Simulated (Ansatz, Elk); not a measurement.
# K4BaV2: X-ray structure factors from the self-consistent density

Structure refinements treat a crystal as free atoms side by side. For a made-up structure of K4BaV2 (cell and positions from a PBEsol relaxation) the runs below show what the calculated density changes in F(hkl).

Program: Elk 11.2.3 (patched build). Level of theory: DFT, PBE, all-electron APW+lo, Dirac cores, scalar-relativistic bands, static density, no spin. Results are calculated unless marked as measured.

The structure was built from a prototype and need not be the compound's stable phase.

## (1) The structure

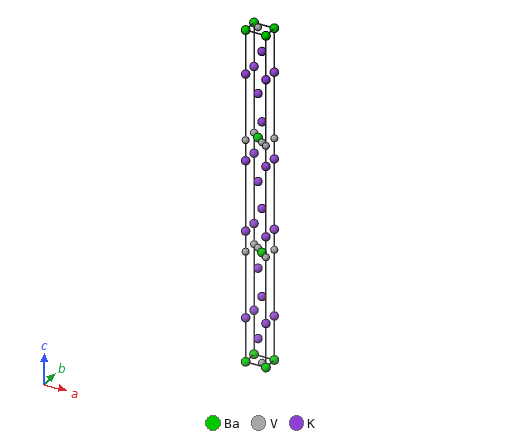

The starting structure, seen slightly off an axis (barium green, vanadium grey, potassium purple). This picture shows the conventional cell, with its axes. Some periodic images of atoms are drawn too.

## (2) Ground state and structure factors

An all-electron density is needed, since X-rays see the cores too. Task 0 finds the density and task 195 Fourier-transforms it; tshift is off so that phases refer to the origin typed.

File elk.in:

```
tasks
  0
  195

xctype
  20

spinpol
  .false.

rgkmax
  7.0

gmaxvr
  14.0

lmaxo
  7

lmaxapw
  8

swidth
  0.002

tshift
  .false.

ramdisk
  .false.

hmaxvr
  5.5

maxscl
  120

epspot
  1e-06

sppath
  './'

avec
  4.42252915769 2.55334840025 34.45230149828
  -4.42252915769 2.55334840025 34.45230149828
  -0.00000000000 -5.10669679883 34.45230149840

atoms
  3
  'Ba.in'
  1
  -0.0000000000 -0.0000000000 -0.0000000000   0.000000 0.000000 0.000000
  'V.in'
  2
  0.6679092504 0.6679092504 0.6679092504   0.000000 0.000000 0.000000
  0.3320907496 0.3320907496 0.3320907496   0.000000 0.000000 0.000000
  'K.in'
  4
  0.6061280025 0.6061280025 0.6061280025   0.000000 0.000000 0.000000
  0.3938719975 0.3938719975 0.3938719975   0.000000 0.000000 0.000000
  0.8673733569 0.8673733569 0.8673733569   0.000000 0.000000 0.000000
  0.1326266431 0.1326266431 0.1326266431   0.000000 0.000000 0.000000

ngridk
  6 6 6
```

Started as:

```
$ OMP_NUM_THREADS=4 elk
```

Numbers of over 12 decimals in the logs are rounded to 6 here.

What it wrote:

```text
┌─────────────────────────┐
│ Elk code version 11.2.3 │
└─────────────────────────┘

All units are atomic (Hartree, Bohr, etc.)

┌─────────────────────────────────────────────────┐
│ Ground-state run starting from atomic densities │
└─────────────────────────────────────────────────┘

Lattice vectors :
   4.422529158       2.553348400       34.45230150
  -4.422529158       2.553348400       34.45230150
  -0.000000000      -5.106696799       34.45230150

Reciprocal lattice vectors :
  0.7103610947      0.4101271692      0.6079115215E-01
 -0.7103610947      0.4101271692      0.6079115215E-01
  0.6161305812E-17 -0.8202543384      0.6079115217E-01

Unit cell volume      :    2334.265611
Brillouin zone volume :   0.1062647765

Muffin-tin inner radius fraction :   0.1000000000E-01

Nuclei treated as point charges

Species : 1 (Ba)
 parameters loaded from : Ba.in
 name : barium
 nuclear charge    :   -56.00000000
 electronic charge :    56.00000000
 atomic mass :    250331.8071
 muffin-tin radius :    2.723706191
 number of radial points in muffin-tin :   1393
 inner part over the whole radius :   0.9913148792E-02
 number on inner part of muffin-tin    :    995
 approximate nuclear radius :   0.9171481901E-04
 number of mesh points to nuclear radius :    505
 atomic positions (lattice), magnetic fields (Cartesian) :
  1 :   0.00000000  0.00000000  0.00000000    0.00000000  0.00000000  0.00000000

Species : 2 (V)
 parameters loaded from : V.in
 name : vanadium
 nuclear charge    :   -23.00000000
 electronic charge :    23.00000000
 atomic mass :    92860.67382
 muffin-tin radius :    2.334605307
 number of radial points in muffin-tin :    993
 inner part over the whole radius :   0.9846281561E-02
 number on inner part of muffin-tin    :    698
 approximate nuclear radius :   0.6897515165E-04
 number of mesh points to nuclear radius :    327
 atomic positions (lattice), magnetic fields (Cartesian) :
  1 :  -0.33209075 -0.33209075 -0.33209075    0.00000000  0.00000000  0.00000000
  2 :   0.33209075  0.33209075  0.33209075    0.00000000  0.00000000  0.00000000

Species : 3 (K)
 parameters loaded from : K.in
 name : potassium
 nuclear charge    :   -19.00000000
 electronic charge :    19.00000000
 atomic mass :    71271.84090
 muffin-tin radius :    2.400000000
 number of radial points in muffin-tin :    993
 inner part over the whole radius :   0.9891652203E-02
 number on inner part of muffin-tin    :    697
 approximate nuclear radius :   0.6514746337E-04
 number of mesh points to nuclear radius :    319
 atomic positions (lattice), magnetic fields (Cartesian) :
  1 :  -0.39387200 -0.39387200 -0.39387200    0.00000000  0.00000000  0.00000000
  2 :   0.39387200  0.39387200  0.39387200    0.00000000  0.00000000  0.00000000
  3 :  -0.13262664 -0.13262664 -0.13262664    0.00000000  0.00000000  0.00000000
  4 :   0.13262664  0.13262664  0.13262664    0.00000000  0.00000000  0.00000000

Total number of atoms per unit cell :    7
Total muffin-tin volume :    422.8625641
 ratio of muffin-tin to unit cell volume :   0.1811544334

Spin treatment :
 spin-unpolarised

Number of Bravais lattice symmetries :   12
Number of crystal symmetries         :   12
Crystal has inversion symmetry
Real symmetric eigensolver will be used

k-point grid :      6     6     6
k-point offset :    0.000000000       0.000000000       0.000000000
k-point set is reduced with full crystal symmetry group
Total number of k-points :       32

Muffin-tin radius times maximum |G+k| :    7.000000000
 using average radius
Maximum |G+k| for APW functions       :    2.883554399
Maximum (1/2)|G+k|²                   :    4.157442985
Maximum |G| for potential and density :    14.00000000
Constant for pseudocharge density :   10
 order of it for each species :   17  17  17
 order of it for pair densities of each species (exact exchange by exxq0 0: 18) :   12   9   9
Radial integration step length :    1

G-vector grid sizes :    160   160   160
Number of G-vectors :   108147

[...]
xc potential                :     -762.76592730490
 exchange                    :     -417.35215962581
 correlation                 :     -8.207276
 electron entropic           :    -0.25796411511351E-02
 total energy                :     -12454.301480471

Density of states at Fermi energy :    186.9557380
 (states/Hartree/unit cell)

Estimated indirect band gap :   0.4638431654E-02
 from k-point 8 to k-point 20
Estimated direct band gap   :   0.1316983226E-01
 at k-point 28

Charges :
 core                        :    96.00000000
 valence                     :    82.00000000
 interstitial                :    7.392627156
 muffin-tins (core leakage)
  species : 1 (Ba)
[...]
species : 2 (V)
[...]
species : 3 (K)
[...]
total in muffin-tins        :    170.6073728
 total calculated charge     :    177.9997532
 total charge                :    178.0000000
 error                       :   0.2467627580E-03

RMS change in Kohn-Sham potential (target) :    1.056266593     (  0.1000000000E-05)
Absolute change in total energy (target)   :    2.574765648     (  0.1000000000E-03)

[... loops 3 to 27 left out ...]

┌──────────────────┐
│ Loop number : 28 │
└──────────────────┘

Energies :
 Fermi                       :     0.78820188040275E-01
 sum of occupied eigenvalues :     -7532.4254534801
 electron kinetic            :      13031.644788684
 core electron kinetic       :      12460.495957315
 Coulomb                     :     -25054.904743633
 Coulomb potential           :     -20014.125190434
 nuclear-nuclear             :      332.13235371877
 electron-nuclear            :     -30774.312945495
 Hartree                     :      5387.2758481435
 Madelung                    :     -15047.842148416
 xc potential                :     -549.94505173027
 exchange                    :     -414.90735450092
 correlation                 :     -8.117908
 electron entropic           :    -0.24189812052285E-02
 total energy                :     -12446.287636416

Density of states at Fermi energy :    193.3507870
 (states/Hartree/unit cell)

Estimated indirect band gap :   0.1433391628E-02
 from k-point 23 to k-point 26
Estimated direct band gap   :   0.8774211861E-02
 at k-point 2

Charges :
 core                        :    96.00000000
 valence                     :    82.00000000
 interstitial                :    10.63017382
 muffin-tins (core leakage)
  species : 1 (Ba)
[...]
species : 2 (V)
[...]
species : 3 (K)
[...]
total in muffin-tins        :    167.3698262
 total calculated charge     :    177.9998221
 total charge                :    178.0000000
 error                       :   0.1779238656E-03

RMS change in Kohn-Sham potential (target) :   0.5011968583E-06 (  0.1000000000E-05)
Absolute change in total energy (target)   :   0.1670183156E-04 (  0.1000000000E-03)

Convergence targets achieved

┌──────────────────┐
│ Loop number : 29 │
└──────────────────┘

Energies :
 Fermi                       :     0.78820379145480E-01
 sum of occupied eigenvalues :     -7532.4254380113
 electron kinetic            :      13031.644808938
 core electron kinetic       :      12460.495964956
 Coulomb                     :     -25054.904753179
 Coulomb potential           :     -20014.125082442
 nuclear-nuclear             :      332.13235371877
 electron-nuclear            :     -30774.313072743
 Hartree                     :      5387.2759658450
 Madelung                    :     -15047.842211958
 xc potential                :     -549.94516450734
 exchange                    :     -414.90735600396
 correlation                 :     -8.117908
 electron entropic           :    -0.24189879294668E-02
 total energy                :     -12446.287627246

Density of states at Fermi energy :    193.3515423
 (states/Hartree/unit cell)

Estimated indirect band gap :   0.1433372290E-02
 from k-point 23 to k-point 26
Estimated direct band gap   :   0.8774189557E-02
 at k-point 2

Charges :
 core                        :    96.00000000
 valence                     :    82.00000000
 interstitial                :    10.63017224
 muffin-tins (core leakage)
  species : 1 (Ba)
[...]
species : 2 (V)
[...]
species : 3 (K)
[...]
atom 2                    :    17.58016707     ( -0.1019190172E-06)
   atom 3                    :    17.56586386     ( -0.1020395608E-06)
   atom 4                    :    17.56586386     ( -0.1020395608E-06)
 total in muffin-tins        :    167.3698278
 total calculated charge     :    177.9998221
 total charge                :    178.0000000
 error                       :   0.1779244723E-03

┌──────────────────────────────┐
│ Self-consistent loop stopped │
└──────────────────────────────┘

Wrote STATE.OUT
```

It took 8.4 min on 4 threads of Arm Neoverse V1, shared host; peak memory 1.5 GiB; 20 min of CPU time.

SFACRHO.OUT:

```text

h k l indices transformed by vhmat matrix:
   1.000000000       0.000000000       0.000000000    
   0.000000000       1.000000000       0.000000000    
   0.000000000       0.000000000       1.000000000    

      h      k      l  multipl.   |H|            Re(F)            Im(F)           |F|

      0      0      0      1   0.0000000       178.00000      0.62508781E-15   178.00000    
      1      1      1      2  0.18237346       86.836819      0.46567012E-13   86.836819    
     -2     -2     -2      2  0.36474691       85.706761     -0.64788886E-13   85.706761    
     -3     -3     -3      2  0.54712037       74.327254     -0.12147916E-12   74.327254    
     -4     -4     -4      2  0.72949383       58.973824     -0.18728037E-12   58.973824    
      1      0      0      6  0.82250395       26.358518     -0.20246527E-13   26.358518    
      1      0      1      6  0.82921616       33.711733     -0.40493054E-14   33.711733    
     -2     -1     -1      6  0.85553855      -28.632613     -0.65801212E-14   28.632613    
      2      1      2      6  0.87476070       42.995114     -0.40493054E-14   42.995114    
     -5     -5     -5      2  0.91186728       144.53460     -0.24801995E-13   144.53460    
     -2     -2     -3      6  0.92406700       60.675118      0.68838191E-13   60.675118    
     -2     -3     -3      6  0.95358968       73.951806      0.84023086E-13   73.951806    
     -3     -3     -4      6   1.0209670       45.699562      0.60739580E-14   45.699562    
     -4     -3     -4      6   1.0582913      -17.548340     -0.11135590E-13   17.548340    
     -6     -6     -6      2   1.0942407       85.696402     -0.32799373E-12   85.696402    
     -4     -5     -4      6   1.1390204       48.162061      0.42517706E-13   48.162061    
     -5     -5     -4      6   1.1820101       14.313698      0.85035412E-13   14.313698    
      5      6      5      6   1.2723528       42.773173     -0.11135590E-12   42.773173
```

Elk indexes on the primitive cell of elk.in and gives |H| = 4π sin θ/λ in inverse bohr. Below, one row stands for each form hkl of the conventional cell (m members, Friedel mates merged), F is for one primitive cell and the density is static (no thermal factor). Free-atom factors are Waasmaier and Kirfel's, and R is Σm||F|−|F'||/Σm|F|.

```csv
hkl,m,sin θ/λ (Å⁻¹),"abs F, DFT",neutral atoms,diff.
003,2,0.027,86.837,86.527,+0.310
006,2,0.055,85.707,84.801,+0.906
009,2,0.082,74.327,73.263,+1.065
0 0 12,2,0.110,58.974,58.074,+0.900
101,6,0.124,26.358,26.593,-0.234
012,6,0.125,33.712,33.862,-0.150
104,6,0.129,28.633,28.564,+0.069
015,6,0.132,42.995,43.053,-0.058
0 0 15,2,0.137,144.535,144.024,+0.511
107,6,0.139,60.675,60.787,-0.112
018,6,0.143,73.952,74.023,-0.071
1 0 10,6,0.153,45.700,45.737,-0.038
0 1 11,6,0.159,17.548,17.546,+0.002
0 0 18,2,0.165,85.696,85.408,+0.289
1 0 13,6,0.171,48.162,48.279,-0.117
0 1 14,6,0.178,14.314,14.284,+0.030
1 0 16,6,0.191,42.773,42.908,-0.135
0 0 21,2,0.192,81.627,81.563,+0.064
0 1 17,6,0.198,13.944,13.871,+0.073
1 0 19,6,0.213,21.571,21.404,+0.167
110,6,0.214,129.578,130.127,-0.549
113,12,0.215,65.798,66.429,-0.631
```

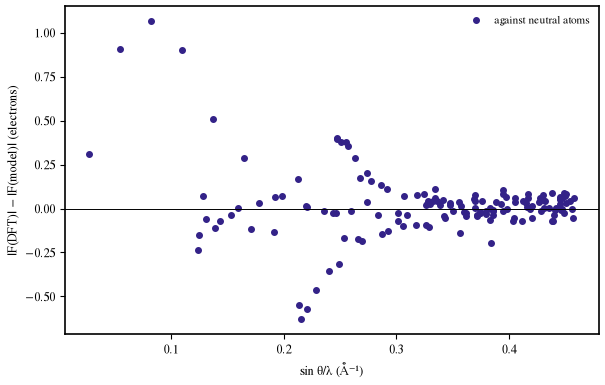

Difference between the calculated structure factors and the independent-atom ones.

## (3) The highest occupied states alone

An energy window below the Fermi level keeps the highest occupied states, to see at which angles they scatter; shallow core shells can lie inside it and anion s states outside. No new self-consistency is needed.

Edit elk.in of step 2 so:

```diff
@@ -1,3 +1,2 @@
 tasks
-  0
   195
@@ -40,2 +39,5 @@
 
+wsfac
+  -0.362170 0.378820
+
 sppath
```

Started as:

```
$ OMP_NUM_THREADS=4 elk
```

What it wrote:

```text
┌─────────────────────────────────┐
│ Elk code version 11.2.3 started │
└─────────────────────────────────┘

Info(readinput): the functional depends on the density's gradient
 muffin-tin radial points multiplied by    2.00000
 (not where nrmtscf is given)

┌────────────────────┐
│ Current task : 195 │
└────────────────────┘
Info(checkmt): changed muffin-tin radius of species 1 (Ba) from   2.8000 to   2.7237
Info(checkmt): changed muffin-tin radius of species 2 (V) from   2.4000 to   2.3346

Info(sfacrho): density structure factors written to SFACRHO.OUT

 Energy window :  -0.3621700000      0.3788200000

┌──────────────────┐
│ Elk code stopped │
└──────────────────┘
```

Wall time 62 s (4 threads); peak memory 1 GiB; 70 s of CPU time.

States within 12 eV below the Fermi level hold 16.00 electrons; any levels below the window count with the cores. Their amplitudes can exceed the total, where window and core parts have opposite phase:

| hkl | sin θ/λ (Å⁻¹) | abs F, window | abs F, all |
| --- | --- | --- | --- |
| 003 | 0.027 | 10.988 | 86.837 |
| 006 | 0.055 | 10.190 | 85.707 |
| 009 | 0.082 | 8.476 | 74.327 |
| 0 0 12 | 0.110 | 6.800 | 58.974 |
| 101 | 0.124 | 2.653 | 26.358 |
| 012 | 0.125 | 2.662 | 33.712 |
| 104 | 0.129 | 2.261 | 28.633 |
| 015 | 0.132 | 2.559 | 42.995 |
| 0 0 15 | 0.137 | 5.205 | 144.535 |
| 107 | 0.139 | 2.165 | 60.675 |

## (4) Another functional

The difference from free atoms is small, so it is set against the change that PBEsol makes.

Edit elk.in of step 3 so:

```diff
@@ -1,2 +1,3 @@
 tasks
+  0
   195
@@ -4,3 +5,3 @@
 xctype
-  20
+  22
 
@@ -39,5 +40,2 @@
 
-wsfac
-  -0.362170 0.378820
-
 sppath
```

Started as:

```
$ OMP_NUM_THREADS=4 elk
```

What it wrote:

```text
┌─────────────────────────┐
│ Elk code version 11.2.3 │
└─────────────────────────┘

All units are atomic (Hartree, Bohr, etc.)

┌─────────────────────────────────────────────────┐
│ Ground-state run starting from atomic densities │
└─────────────────────────────────────────────────┘

Lattice vectors :
   4.422529158       2.553348400       34.45230150
  -4.422529158       2.553348400       34.45230150
  -0.000000000      -5.106696799       34.45230150

Reciprocal lattice vectors :
  0.7103610947      0.4101271692      0.6079115215E-01
[...]
interstitial                :    10.64772306
 muffin-tins (core leakage)
  species : 1 (Ba)
[...]
species : 2 (V)
[...]
species : 3 (K)
[...]
atom 3                    :    17.56258327     ( -0.1006040993E-06)
   atom 4                    :    17.56258327     ( -0.1006040993E-06)
 total in muffin-tins        :    167.3522769
 total calculated charge     :    177.9998030
 total charge                :    178.0000000
 error                       :   0.1969781853E-03

┌──────────────────────────────┐
│ Self-consistent loop stopped │
└──────────────────────────────┘

Wrote STATE.OUT
[key lines of the parts left out:]
total energy                :     -12437.902261298
```

Wall time 8.1 min (4 threads); peak memory 1.5 GiB.

Against the first run R = 0.02 %; the largest change is -0.041 at 110.

## (5) Basis size

A smaller basis shows how fast F responds to it; the change is likely larger than the basis error of the first run, but doesn't show convergence.

Edit elk.in of step 4 so:

```diff
@@ -5,3 +5,3 @@
 xctype
-  22
+  20
 
@@ -11,3 +11,3 @@
 rgkmax
-  7.0
+  5.5
```

Started as:

```
$ OMP_NUM_THREADS=4 elk
```

What it wrote:

```text
┌─────────────────────────┐
│ Elk code version 11.2.3 │
└─────────────────────────┘

All units are atomic (Hartree, Bohr, etc.)

┌─────────────────────────────────────────────────┐
│ Ground-state run starting from atomic densities │
└─────────────────────────────────────────────────┘

Lattice vectors :
   4.422529158       2.553348400       34.45230150
  -4.422529158       2.553348400       34.45230150
  -0.000000000      -5.106696799       34.45230150

Reciprocal lattice vectors :
  0.7103610947      0.4101271692      0.6079115215E-01
[...]
interstitial                :    10.94075081
 muffin-tins (core leakage)
  species : 1 (Ba)
[...]
species : 2 (V)
[...]
species : 3 (K)
[...]
atom 3                    :    17.53417500     ( -0.1021740932E-06)
   atom 4                    :    17.53417500     ( -0.1021740932E-06)
 total in muffin-tins        :    167.0592492
 total calculated charge     :    178.0005007
 total charge                :    178.0000000
 error                       :   0.5007149244E-03

┌──────────────────────────────┐
│ Self-consistent loop stopped │
└──────────────────────────────┘

Wrote STATE.OUT
[key lines of the parts left out:]
total energy                :     -12446.075157830
```

The job ended after 6.7 min (4 threads; peak memory 1.4 GiB; 13 min of CPU time).

Against the first run R = 0.08 %; the largest change is +0.135 at 300.

## (6) Settings against the effect

```csv
run,R against the first run (%),"R against neutral atoms, low angle (%)",wall time
"PBE, rgkmax 7",0.00,0.48,8.4 min
PBEsol,0.02,0.49,8.1 min
rgkmax 5.5,0.08,0.52,6.7 min
```

## (7) Outcome

```
R against neutral atoms, sin θ/λ < 0.3 Å⁻¹ : 0.48 %
R against neutral atoms, 0.3 to 0.46 Å⁻¹   : 0.12 %
```

Independent neutral atoms miss the calculated amplitudes by R = 0.48 % below 0.3 Å⁻¹ and 0.12 % from there to 0.46 Å⁻¹; by shells, 0.46 % below 0.15 Å⁻¹ (11 forms), 0.49 % 0.15 to 0.3 (39 forms), 0.11 % 0.3 to 0.45 (93 forms), 0.19 % above 0.45 (6 forms). Bonding, aspherical density and the tables' own atoms all enter these figures, and the runs don't part them. The largest change of an amplitude is +1.06 electrons, at 009. The window's part falls from 16.0 electrons at the origin to at most 0.58 between 0.45 and 0.46 Å⁻¹. Below 0.3 Å⁻¹ the changes that finished (PBEsol and rgkmax 5.5) move F by R = 0.07 % at most, against the 0.48 % that separates it from free atoms. The k-mesh has no finished test. These runs have no spin, though d or f shells may be open. Part of the difference isn't bonding: the tables are fits to free atoms and ions calculated by other methods than this functional. Thermal motion, anomalous dispersion and extinction are left out.

[Logs are printed without paths, hosts, clocks, repeated set-up lines and the standing remarks that a program may print on its own settings, such as how far it seeks lower states.]

[Hosts, paths, dates, database ids (printed as entryN), source tags and the programs' standing remarks are cut or masked in the printed files.]
